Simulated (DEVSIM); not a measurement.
Device: Ni/SiO2/p-Si capacitor, at 300 K.

| layer (left to right) | material | thickness (nm) | Na (cm⁻³) |
|---|---|---|---|
| 1 | SiO2 | 2.70 | - |
| 2 | Si | 2100 | 3.9e16 |

Metal gate on the left, work function 5.1 eV. Fixed charge at the semiconductor interface 1.8e12 cm⁻² (in units of +e); no interface traps.

This is a model device: material constants are rounded textbook-type values typed into the input, and sizes, dopings and lifetimes were drawn at random. Values at 300 K.

```tsv
parameter	SiO2	Si
gap (eV)	9	1.124
affinity (eV)	0.9	4.05
permittivity	3.9	11.7
Nc (cm⁻³)	-	2.86e19
Nv (cm⁻³)	-	3.1e19
```

Model (solved in DEVSIM): 1D Poisson equation in equilibrium, Boltzmann statistics, complete ionisation; no quantum confinement or tunnelling. Metal contacts follow the ideal Schottky-Mott rule: no Fermi-level pinning, no interface dipoles.

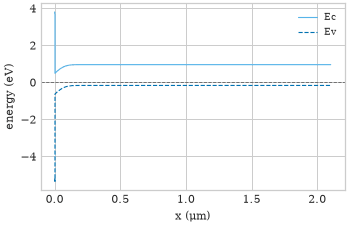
Figure. Band edges at 0.4 V on the gate

Energies count from the Fermi level of the right contact; mesh points crowd at the junctions.

| x (μm) | Ec (eV) | Ev (eV) | n (cm⁻³) | p (cm⁻³) | field (V/cm) |
|---|---|---|---|---|---|
| 0.000 | 3.800 | -5.200 | < 1e2 | < 1e2 | -620000 |
| 0.0008298 | 3.749 | -5.251 | < 1e2 | < 1e2 | -620000 |
| 0.001749 | 3.692 | -5.308 | < 1e2 | < 1e2 | -620000 |
| 0.002588 | 3.640 | -5.359 | < 1e2 | < 1e2 | -620000 |
| 0.004156 | 0.495 | -0.629 | 1.4e11 | 8.4e8 | 72000 |
| 0.006869 | 0.514 | -0.610 | 6.6e10 | 1.8e9 | 70000 |
| 0.01203 | 0.550 | -0.574 | 1.7e10 | 7.0e9 | 67000 |
| 0.02772 | 0.648 | -0.476 | 3.7e8 | 3.1e11 | 58000 |
| 0.05307 | 0.775 | -0.349 | 2700000 | 4.3e13 | 43000 |
| 0.1065 | 0.919 | -0.205 | 10000 | 1.1e16 | 13000 |
| 0.2081 | 0.951 | -0.173 | 3000 | 3.9e16 | 140 |
| 0.5170 | 0.951 | -0.173 | 3000 | 3.9e16 | ≈ 0 |
| 1.051 | 0.951 | -0.173 | 3000 | 3.9e16 | ≈ 0 |
| 1.552 | 0.951 | -0.173 | 3000 | 3.9e16 | ≈ 0 |
| 1.883 | 0.951 | -0.173 | 3000 | 3.9e16 | ≈ 0 |
| 1.991 | 0.951 | -0.173 | 3000 | 3.9e16 | ≈ 0 |
| 2.049 | 0.951 | -0.173 | 3000 | 3.9e16 | ≈ 0 |
| 2.076 | 0.951 | -0.173 | 3000 | 3.9e16 | ≈ 0 |
| 2.093 | 0.951 | -0.173 | 3000 | 3.9e16 | ≈ 0 |
| 2.098 | 0.951 | -0.173 | 3000 | 3.9e16 | ≈ 0 |
| 2.101 | 0.951 | -0.173 | 3000 | 3.9e16 | ≈ 0 |
| 2.103 | 0.951 | -0.173 | 3000 | 3.9e16 | ≈ 0 |
